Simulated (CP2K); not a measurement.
**CH3BFN (SMILES FB1CN1) at MNDO**

What is the energy difference between two shapes of CH3BFN at MNDO? 

Program for the calculation: CP2K 2026.2.

## (1) The system as given

CH3BFN: 7 atoms, total charge 0, spin state singlet. SMILES: `FB1CN1`. Geometry: relaxed at GFN2-xTB.

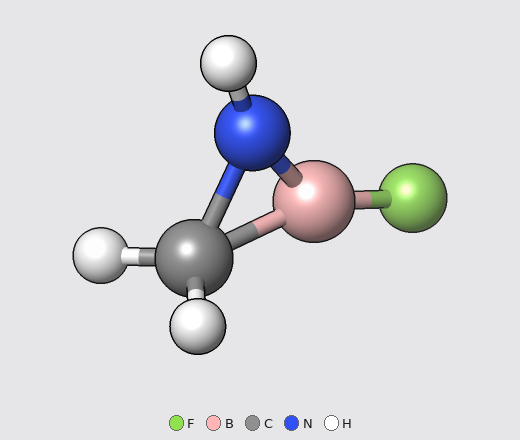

The structure, seen from a chosen angle (fluorine green, boron pink, carbon grey, nitrogen blue, hydrogen white).

## (2) Energy and forces at MNDO

qs.inp

```
&GLOBAL
  PROJECT qs
  RUN_TYPE ENERGY_FORCE
  PRINT_LEVEL MEDIUM
&END GLOBAL

&FORCE_EVAL
  METHOD Quickstep
  &DFT
    CHARGE 0
    MULTIPLICITY 1
    &QS
      METHOD MNDO
      EPS_DEFAULT 1.0E-10
      &SE
        &COULOMB
          CUTOFF [angstrom] 50
          RC_RANGE [angstrom] 0
        &END COULOMB
        &EXCHANGE
          CUTOFF [angstrom] 50
          RC_RANGE [angstrom] 0
        &END EXCHANGE
      &END SE
    &END QS
    &POISSON
      PERIODIC NONE
      POISSON_SOLVER ANALYTIC
    &END POISSON
    &SCF
      SCF_GUESS ATOMIC
      EPS_SCF 1.0E-07
      MAX_SCF 150
      ADDED_MOS 4
      &DIAGONALIZATION
        ALGORITHM STANDARD
      &END DIAGONALIZATION
      &MIXING
        METHOD DIRECT_P_MIXING
        ALPHA 0.4
      &END MIXING
    &END SCF
    &PRINT
      &MOMENTS
        PERIODIC F
        REFERENCE COM
        MAX_MOMENT 1
      &END MOMENTS
      &MO ON
        ENERGIES T
        OCCUPATION_NUMBERS T
        NDIGITS 6
        &EACH
          QS_SCF 0
        &END EACH
        ADD_LAST NUMERIC
      &END MO
      &HIRSHFELD OFF
      &END HIRSHFELD
    &END PRINT
  &END DFT
  &SUBSYS
    &CELL
      ABC [angstrom] 12.5 13.3 12.6
      PERIODIC NONE
    &END CELL
    &COORD
      UNIT bohr
      F     -2.0033743    -3.6262710     1.0247229
      B     -0.8405502    -1.5168076     0.4111855
      C      0.7477268     0.8878878     0.8612805
      N     -0.3561378     0.0156280    -1.5635027
      H      2.7982120     0.8718629     0.9542550
      H     -0.0421409     2.6253965     1.6175867
      H     -0.3037168     0.7423222    -3.3055278
    &END COORD
    &TOPOLOGY
      &CENTER_COORDINATES
      &END CENTER_COORDINATES
    &END TOPOLOGY
  &END SUBSYS
  &PRINT
    &FORCES ON
    &END FORCES
  &END PRINT
&END FORCE_EVAL
```

The run is started by

```bash
$ OMP_NUM_THREADS=1 cp2k.psmp qs.inp > qs.out
```

What it wrote, shortened:

```text
CP2K| version string:                                       CP2K version 2026.2
[...]
 GLOBAL| Method name                                                        CP2K
[...]
 GLOBAL| Run type                                                   ENERGY_FORCE
[...]
                             - Atoms:                                          7
[...]
                             - Spherical basis functions:                     19
[...]
 Number of electrons:                                                         22
[...]
     1 P_Mix/Diag. 0.40E+00    0.0     0.79560337       -28.1458732291 -2.81E+01
[...]
    17 DIIS/Diag.  0.37E-07    0.0     0.00000007       -34.1081844946 -4.26E-13
  *** SCF run converged in    17 steps ***
  Core-core repulsion energy [eV]:                           1262.20103942504988
  Core Hamiltonian energy [eV]:                             -1517.68236379248378
  Two-electron integral energy [eV]:                        -1345.29915313060974
  Electronic energy [eV]:                                   -2190.33194035778843
  Total energy [eV]:                                         -928.13090093273865
  Atomic reference energy [eV]:                               925.57772606060837
  Heat of formation [kcal/mol]:                               -58.87761592682672
[...]
 SE_DIPOLE| Moment [Debye]         -0.83978127      -1.66444206       0.86045116
 SE_DIPOLE| Derivative [a.u.]       0.00000000       0.00000000       0.00000000
 ENERGY| Total FORCE_EVAL ( QS ) energy [hartree]            -34.108184494597701
 FORCES| Atomic forces [hartree/bohr]
 FORCES|   Atom     x               y               z               |f|
 FORCES|      1  1.16714593E-02  2.19901036E-02 -8.65075828E-03   2.63557060E-02
 FORCES|      2 -1.82615188E-02 -3.68025869E-02  1.97849799E-02   4.55999880E-02
 FORCES|      3 -3.16840342E-03 -3.41789461E-03 -4.21979640E-03   6.28708719E-03
 FORCES|      4  1.19993540E-03  1.34789431E-02 -3.09253683E-02   3.37564832E-02
 FORCES|      5  1.39680885E-02  1.66163348E-03  5.10532951E-03   1.49643882E-02
 FORCES|      6 -2.36829582E-03  1.16549979E-02  8.77227486E-03   1.47783831E-02
 FORCES|      7 -3.04126524E-03 -8.56519657E-03  1.01333387E-02   1.36123635E-02
 FORCES| Sum    -8.41340886E-17 -5.55111512E-16 -3.33066907E-16
 FORCES| Total atomic force                                       6.52810004E-16
[...]
```

Run time: 0.44 s. Hardware: 1 thread of Arm Neoverse N1, shared host; peak memory 0.14 GiB.

## (3) The distorted shape

calc.inp

```
&GLOBAL
    PROJECT_NAME calc
    RUN_TYPE ENERGY_FORCE
    PRINT_LEVEL MEDIUM
&END GLOBAL

&FORCE_EVAL
    METHOD QS
    &DFT
        CHARGE 0
        MULTIPLICITY 1
        &QS
            METHOD MNDO
            EPS_DEFAULT 1.0E-10
            &SE
                &COULOMB
                    CUTOFF [angstrom] 50
                    RC_RANGE [angstrom] 0
                &END COULOMB
                &EXCHANGE
                    CUTOFF [angstrom] 50
                    RC_RANGE [angstrom] 0
                &END EXCHANGE
            &END SE
        &END QS
        # cluster boundary conditions
        &POISSON
            PERIODIC NONE
            POISSON_SOLVER ANALYTIC
        &END POISSON
        # self-consistent field
        &SCF
            SCF_GUESS ATOMIC
            EPS_SCF 1.0E-07
            MAX_SCF 150
            ADDED_MOS 4
            &DIAGONALIZATION
                ALGORITHM STANDARD
            &END DIAGONALIZATION
            &MIXING
                METHOD DIRECT_P_MIXING
                ALPHA 0.4
            &END MIXING
        &END SCF
        &PRINT
            &MOMENTS
                PERIODIC F
                REFERENCE COM
                MAX_MOMENT 1
            &END MOMENTS
            &MO ON
                ENERGIES T
                OCCUPATION_NUMBERS T
                NDIGITS 6
                &EACH
                    QS_SCF 0
                &END EACH
                ADD_LAST NUMERIC
            &END MO
            &HIRSHFELD OFF
            &END HIRSHFELD
        &END PRINT
    &END DFT
    &SUBSYS
        # box in angstrom
        &CELL
            ABC [angstrom] 12.5 13.3 12.6
            PERIODIC NONE
        &END CELL
        &COORD
            UNIT bohr
            F     -2.0033743    -3.6262710     1.0247229
            B     -0.9994195    -1.7573414     0.3661647
            C      0.7477268     0.8878878     0.8612805
            N     -0.3561378     0.0156280    -1.5635027
            H      2.7982120     0.8718629     0.9542550
            H     -0.0421409     2.6253965     1.6175867
            H     -0.3037168     0.7423222    -3.3055278
        &END COORD
        &TOPOLOGY
            &CENTER_COORDINATES
            &END CENTER_COORDINATES
        &END TOPOLOGY
    &END SUBSYS
    # extra output
    &PRINT
        &FORCES ON
        &END FORCES
    &END PRINT
&END FORCE_EVAL
```

The run is started by

```bash
$ OMP_NUM_THREADS=1 cp2k.psmp calc.inp > calc.out
```

What it wrote, shortened:

```text
CP2K| version string:                                       CP2K version 2026.2
[...]
 GLOBAL| Method name                                                        CP2K
[...]
 GLOBAL| Run type                                                   ENERGY_FORCE
[...]
                             - Atoms:                                          7
[...]
                             - Spherical basis functions:                     19
[...]
 Number of electrons:                                                         22
[...]
     1 P_Mix/Diag. 0.40E+00    0.0     0.79536743       -28.0570215877 -2.81E+01
[...]
    20 DIIS/Diag.  0.45E-07    0.0     0.00000007       -34.0730251498  1.42E-14
  *** SCF run converged in    20 steps ***
  Core-core repulsion energy [eV]:                           1265.36468625552470
  Core Hamiltonian energy [eV]:                             -1513.09907768196149
  Two-electron integral energy [eV]:                        -1358.87955015991201
  Electronic energy [eV]:                                   -2192.53885276191750
  Total energy [eV]:                                         -927.17416650639279
  Atomic reference energy [eV]:                               925.57772606060837
  Heat of formation [kcal/mol]:                               -36.81479417762046
[...]
 SE_DIPOLE| Moment [Debye]         -0.18747197      -0.42863878       0.38442598
 SE_DIPOLE| Derivative [a.u.]       0.00000000       0.00000000       0.00000000
 ENERGY| Total FORCE_EVAL ( QS ) energy [hartree]            -34.073025149840021
 FORCES| Atomic forces [hartree/bohr]
 FORCES|   Atom     x               y               z               |f|
 FORCES|      1 -1.01831271E-01 -1.84784535E-01  5.37612042E-02   2.17727351E-01
 FORCES|      2  1.48921933E-01  2.69692358E-01 -7.64349148E-02   3.17417716E-01
 FORCES|      3 -3.87513123E-02 -5.23865066E-02 -2.73911526E-02   7.06844079E-02
 FORCES|      4 -1.39205066E-02 -3.25179957E-02  2.65389071E-02   4.42211956E-02
 FORCES|      5  1.08935699E-02 -1.01336589E-03  5.05597643E-03   1.20523721E-02
 FORCES|      6 -3.46837330E-03  7.78059643E-03  8.25116758E-03   1.18595557E-02
 FORCES|      7 -1.84403993E-03 -6.77055147E-03  1.02188120E-02   1.23961675E-02
 FORCES| Sum     1.89084859E-16 -2.58126853E-15  3.33066907E-16
 FORCES| Total atomic force                                       2.60952752E-15
[...]
```

It took 0.46 s on 1 thread of Arm Neoverse N1, shared host; peak memory 0.14 GiB.

## (4) What came out

At MNDO:

| quantity | value |
| --- | --- |
| first shape: total energy | -34.10818 Eh |
| first shape: dipole moment | 2.05 D |
| first shape: HOMO energy | -10.89 eV |
| first shape: LUMO energy | 1.33 eV |
| first shape: HOMO–LUMO gap | 12.23 eV |
| first shape: heat of formation at this unrelaxed shape | -58.9 kcal/mol |
| first shape: largest force on an atom | 2.345 eV/Å |
| distorted shape: total energy | -34.07303 Eh |
| distorted shape: dipole moment | 0.61 D |
| distorted shape: HOMO energy | -10.21 eV |
| distorted shape: LUMO energy | 1.28 eV |
| distorted shape: HOMO–LUMO gap | 11.49 eV |
| distorted shape: heat of formation at this unrelaxed shape | -36.8 kcal/mol |
| distorted shape: largest force on an atom | 16.322 eV/Å |
| energy change with the atoms displaced | 0.957 eV |

**Reading.** With the atoms displaced the energy rises by 0.96 eV (92.3 kJ/mol). The first shape isn't relaxed at this level, so the change isn't measured from a minimum. The largest force (first shape) is 2.34 eV/Å: the shape isn't a stationary point for this species at this level.
